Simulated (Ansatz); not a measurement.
**A frame of liquid HfO2 from 3173 K (207 atoms): geometry optimisation**

Wanted: the relaxed structure of a frame of liquid HfO2 from 3173 K (207 atoms) and its electronic structure.

Main program and level: Ansatz 0.2.0; Kohn-Sham DFT, RPBE, PAW (set soft_2), plane waves.

## Step 1: Set-up

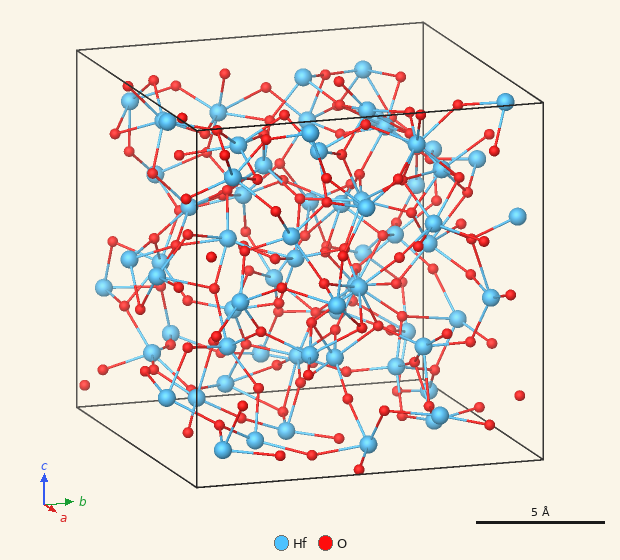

Start, viewed slightly off an axis; hafnium blue, oxygen red. Bonds to atoms that aren't drawn are left out. Some periodic images of atoms are drawn too.

The cell holds 207 atoms: 69 Hf and 138 O. Its edges and angles: a = 14.354 Å, b = 14.354 Å, c = 14.354 Å, α = 90.0°, β = 90.0°, γ = 90.0°. 207 atoms (69 Zr, 138 O) placed at random at 4.77 g/cm³, melted at 4500 K for 20 ps at fixed volume with the Morse and Coulomb pair potential with partial charges (Pedone, Malavasi, Menziani, Cormack and Segre, J. Phys. Chem. B 110, 11780 (2006)). Snapshot at the end of a hold of 20 ps at 3173 K and fixed volume. Then Zr was replaced by Hf (the potential has no terms for the new elements, so the cell is a start for a DFT relaxation). The volume was set by a measured density of the final compound.

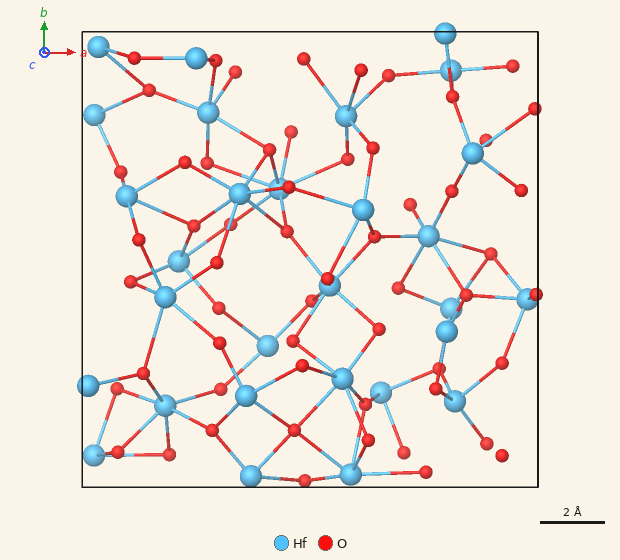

A slice 6 Å thick through the middle of the cell. Bonds to atoms that aren't drawn are left out.

What the set-up can't give: The network of bonds at the start is that of the classical potential that made the cell. Sampling is at Γ alone, for a cell whose shortest periodic width is 14 Å. The levels lack spin–orbit coupling, which is large for the heavy elements here.

## Step 2: Single point at the start

The forces at the start show how far the geometry lies from a minimum of this functional.

input.yaml

```yaml
crystal:
  lattice:
    - [14.3538, 0.0, 0.0]
    - [0.0, 14.3538, 0.0]
    - [0.0, 0.0, 14.3538]
  atoms:
    - { symbol: Hf, position: [0.79666, 0.99618, 0.63555] }
    - { symbol: Hf, position: [0.04904, 0.84537, 0.75646] }
    - { symbol: Hf, position: [0.82163, 0.69612, 0.86769] }
    - { symbol: Hf, position: [0.4824, 0.75483, 0.16368] }
    [... 197 atom lines left out ...]
    - { symbol: O, position: [0.06795, 0.12818, 0.72165] }
    - { symbol: O, position: [0.02818, 0.0138, 0.06676] }
    - { symbol: O, position: [0.20887, 0.14994, 0.95069] }
    - { symbol: O, position: [0.91072, 0.61203, 0.79649] }
    - { symbol: O, position: [0.22529, 0.71332, 0.61996] }
    - { symbol: O, position: [0.83483, 0.25793, 0.9178] }
kpoints:
  mp_grid: { grid: [1, 1, 1] }
hamiltonian:
  xc: rpbe
scf:
  occupations: { method: fermi_dirac, width: 0.05 }
output:
  forces: true
  stress: true
  populations: true
  dos:
    method: { smearing: { sigma: 0.08 } }
    de: 0.1
    projected: { site_lists: { Hf: [Hf], O: [O] } }
  eigenvalues: true
```

Launch:

```sh
ansatz run input.yaml --threads 8 --pin off --max-ram 15872MiB --backend cpu --events-out ev --progress --plain --runs-dir out
```

The job ended after 3.9 min (8 threads of Arm Neoverse V2, shared host; peak memory 7.7 GiB).

The program notes that it cut back its work space to fit the memory limit.

Read from the output:

```yaml
free_energy: -1164435.5414 eV
free_energy_per_atom: -5625.2925 eV/atom
scf_cycles: 14
pressure: -5.803 GPa
r_m_s_force_component: 1.53 eV/Å
longest_force: 7.742 eV/Å
fermi_energy: 12.63 eV
spacing_of_highest_filled_and_lowest_empty_level: 0.8573 eV
spilling_of_the_projection: 0.00291
```

The r.m.s. force component of 1.5 eV/Å and the pressure of -5.8 GPa set the starting point.

Neighbours are counted within 2.82 Å (O-Hf).

Length of the force by element and coordination:

```
element  coordination  atoms  mean length of the force (eV/Å)  spread  least  most
     Hf           all     69                             2.86    1.22  0.690  7.01
     Hf             4      2                             2.81    1.04   1.78  3.85
     Hf             5     19                             3.37    1.49   1.16  7.01
     Hf             6     36                             2.51    1.01  0.690  4.97
     Hf             7     12                             3.11    1.01   2.00  4.89
      O           all    138                             2.12    1.10  0.438  7.74
      O             2     26                             2.01   0.892  0.560  4.69
      O             3     97                             2.19    1.14  0.438  7.74
      O             4     15                             1.87    1.08  0.653  4.49
```

## Step 3: Cell and atoms relaxed

Cell and atoms are freed together, to release stress as well as forces.

input.yaml, the sections that differ from step 2:

```yaml
output:
  forces: true
relax:
  f_tol: 0.05
  max_steps: 108
  cell: {}
# crystal, kpoints, hamiltonian, scf: as in step 2
```

Run time: 54 min. Hardware: 8 threads; peak memory 7.6 GiB.

The run stopped at its limit before the end that the input asks for; the steps made so far are sound.

The steps of the relaxation (22 of 25):

```
step  energy less that of the first step (eV)  largest force component (eV/Å)  pressure (GPa)  volume (Å³)
   1                                   0.0000                          5.3547           -5.80      2957.34
   2                                 -35.1510                          2.4100           -0.25      2822.47
   3                                 -50.0967                          1.5180            1.47      2787.42
   4                                 -58.9782                          1.1818            0.08      2801.24
   6                                 -66.0553                          0.4976            0.24      2789.28
   7                                 -67.9547                          0.4745            0.01      2786.86
   8                                 -69.1563                          0.4143           -0.03      2784.00
   9                                 -69.9187                          0.4576            0.01      2781.77
  10                                 -70.7334                          0.4928            0.03      2781.21
  11                                 -71.5047                          0.4984           -0.06      2782.44
  12                                 -72.1843                          0.4570           -0.01      2781.90
  14                                 -73.2458                          0.3092            0.05      2789.46
  15                                 -73.5960                          0.1886            0.05      2795.91
  16                                 -73.8345                          0.1406            0.04      2800.11
  17                                 -74.0239                          0.1150            0.03      2803.44
  18                                 -74.0437                          0.7689           -0.03      2807.48
  19                                 -74.3784                          0.4321           -0.01      2807.08
  20                                 -74.6616                          0.3262            0.01      2806.57
  22                                 -75.1257                          0.4259            0.06      2805.89
  23                                 -75.3424                          0.3249           -0.02      2810.02
  24                                 -75.5625                          0.2253           -0.04      2814.48
  25                                 -75.7195                          0.1562           -0.02      2817.55
```

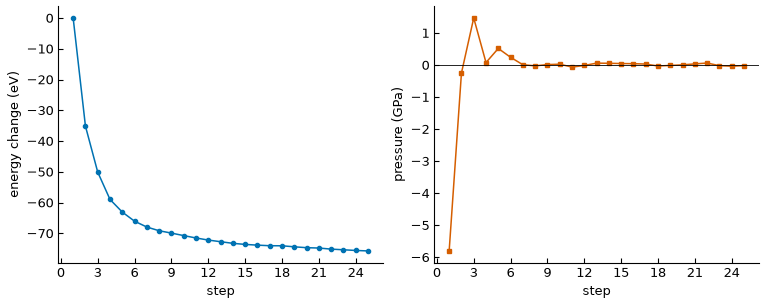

Energy and pressure along the relaxation.

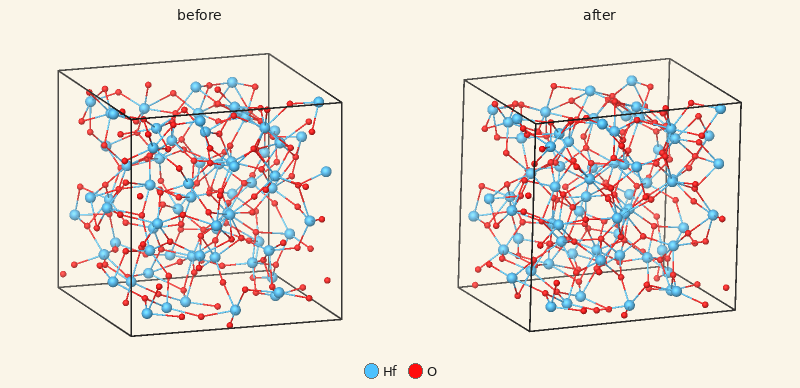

The structure before and after the relaxation, drawn at the same scale. Bonds to atoms that aren't drawn are left out.

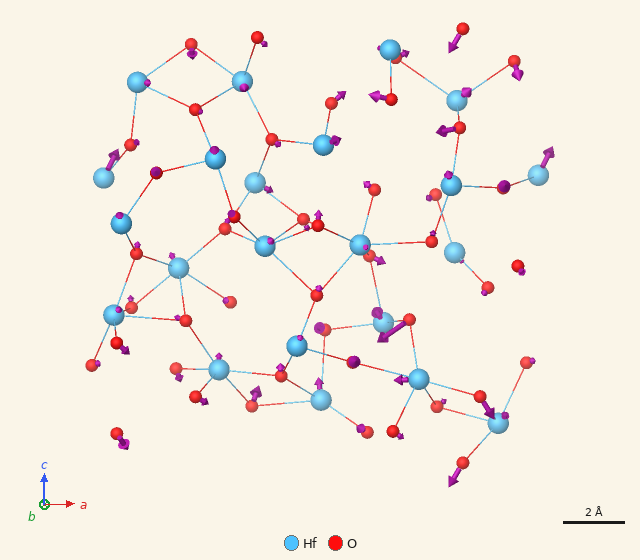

Displacements in the relaxation, scaled, measured against the changing cell; the longest in the cell stands for 1.83 Å. Drawn is a slice 4 Å thick, seen along the normal of the ac plane. Bonds to atoms that aren't drawn are left out.

```
     cell as run  before   after  change
           a (Å)  14.354  14.543  +1.3 %
           b (Å)  14.354  14.062  -2.0 %
           c (Å)  14.354  13.812  -3.8 %
           α (°)   90.00   87.74  -2.5 %
           β (°)   90.00   86.99  -3.3 %
           γ (°)   90.00   91.28  +1.4 %
volume (Å³/atom)   14.29   13.61  -4.7 %
```

The atoms that moved most (Å, as changes of fractional coordinates times the final cell):

```
atom      dx      dy      dz  length
O148  -1.234   0.940  -0.980   1.835
O157  -1.029   0.670  -0.699   1.413
O188  -0.260  -1.207  -0.572   1.360
Hf17   0.528   0.693   0.909   1.259
 O73  -0.839   0.737  -0.241   1.143
O168  -0.666   0.453  -0.798   1.134
O207   0.684  -0.606   0.658   1.126
O113  -0.683  -0.215  -0.776   1.056
```

The relaxation changed the energy by -366 meV/atom, and atoms moved by 0.63 Å r.m.s., 1.8 Å at most.

## Step 4: Structure statistics after relaxation

Bonds before and after, by the cutoffs listed below:

```
pair  bonds before  bonds after  mean before (Å)  mean after (Å)  spread before (Å)  spread after (Å)
O-Hf           403          425            2.205           2.160              0.199             0.151
```

Density 8.56 g/cm³, 13.61 Å³ an atom.

g(r), total and by pair (bins of 0.2 Å):

```
r (Å)  total   O-O  O-Hf  Hf-Hf
 1.90   0.42  0.00  0.94   0.00
 2.10   3.20  0.00  7.20   0.00
 2.30   1.00  0.00  2.23   0.00
 2.50   0.57  0.95  0.33   0.00
 2.70   1.06  2.27  0.13   0.00
 2.90   1.00  2.15  0.10   0.00
 3.10   0.89  1.79  0.13   0.33
 3.30   1.07  1.50  0.32   2.37
 3.50   0.84  0.68  0.55   2.62
 3.70   0.82  0.68  0.68   1.98
 3.90   1.04  0.72  1.04   2.41
 4.10   1.19  1.04  1.31   1.27
 4.30   1.02  0.88  1.35   0.28
 4.50   0.97  0.60  1.48   0.40
 4.70   1.07  0.63  1.60   0.71
 4.90   1.04  0.92  1.25   0.65
 5.10   0.95  0.99  0.97   0.67
 5.30   0.98  1.24  0.79   0.69
 5.50   1.01  1.23  0.81   0.89
 5.70   1.06  1.24  0.88   1.03
 5.90   1.03  1.20  0.86   1.07
 6.10   0.94  1.04  0.79   1.15
 6.30   0.89  0.94  0.76   1.22
 6.50   0.98  0.95  0.89   1.48
 6.70   1.04  0.93  1.12   1.15
```

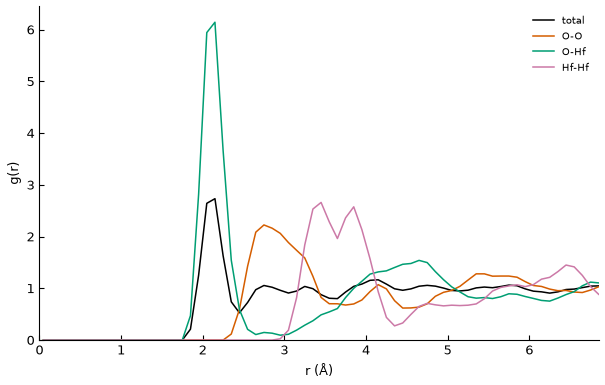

Pair distribution functions, lightly smoothed.

Bonds by pair of elements; cutoffs follow the first minimum of g(r), held within bounds set by covalent radii, and pairs that aren't listed don't count as bonded:

```
pair A-B  cutoff (Å)  bonds  mean length (Å)  spread (Å)  shortest (Å)  B about A  A about B
    O-Hf        2.82    425             2.16       0.151          1.92       3.08       6.16
```

How many atoms have how many bonded neighbours:

```
element  mean   2    3   4  5   6   7  8
     Hf  6.16   0    0   0  7  45  16  1
      O  3.08  13  101  24  0   0   0  0
```

Bond angles (no mean is given where the spread exceeds 20°):

```
  angle  count  mean (°)  spread (°)
 O-Hf-O   1109         -           -
Hf-O-Hf    460       115        18.5
```

Bond length by coordination (bonds to H left out):

```
element  coordination  atoms  mean bond length (Å)
     Hf             5      7                  2.06
     Hf             6     45                  2.15
     Hf             7     16                  2.21
     Hf             8      1                  2.26
      O             2     13                  1.98
      O             3    101                  2.14
      O             4     24                  2.27
```

First main peaks of g(r), for some of the pairs, lie near 2.8 Å (O-O) and 2.1 Å (O-Hf). By these cutoffs 65 % of Hf atoms have 6 and 73 % of O atoms have 3 bonded neighbours. Bonds at O atoms with 2 neighbours average 1.98 Å, against 2.27 Å at those with 4.

## Step 5: Outcome

- energy change in the relaxation: -365.8 meV/atom
- r.m.s. displacement: 0.631 Å
- largest displacement: 1.835 Å
- wall time of the 2 DFT runs: 58 min

In words: Relaxation lowers the energy by 366 meV/atom and moves atoms by 0.63 Å r.m.s. Displacements are taken in the final cell, so they leave out its strain. By the final cutoffs 26 of 403 bonded pairs parted and 48 joined. The relaxation stopped at its limit, so this isn't yet a minimum. The cell shrank by 4.7 % in volume. From the first step to the last the energy fell by 75.720 eV, and the largest move was 1.83 Å (O148). The relaxation was not finished: the largest force component stood at 0.16 eV/Å. The O-Hf bonds go from 2.205 Å (spread 0.199) to 2.160 Å (spread 0.151), and their number from 403 to 425. With the cutoffs above, 65 % of Hf atoms have 6 and 73 % of O atoms have 3 bonded neighbours.

What to keep in mind: The force components of 1.5 eV/Å r.m.s. come partly from thermal motion and partly from the difference between the classical potential and DFT. The network of bonds at the start is that of the classical potential that made the cell; in DFT 26 of its 403 bonded pairs passed out of the cutoffs and 48 came within them. The pressure of -5.8 GPa is that of one thermal frame at a volume set beforehand, without the kinetic term.

[Logs are printed without paths, hosts, clocks, repeated set-up lines and the standing remarks that a program may print on its own settings, such as how far it seeks lower states.]

[Hosts, paths, dates, database ids (printed as entryN), source tags and the programs' standing remarks are cut or masked in the printed files.]
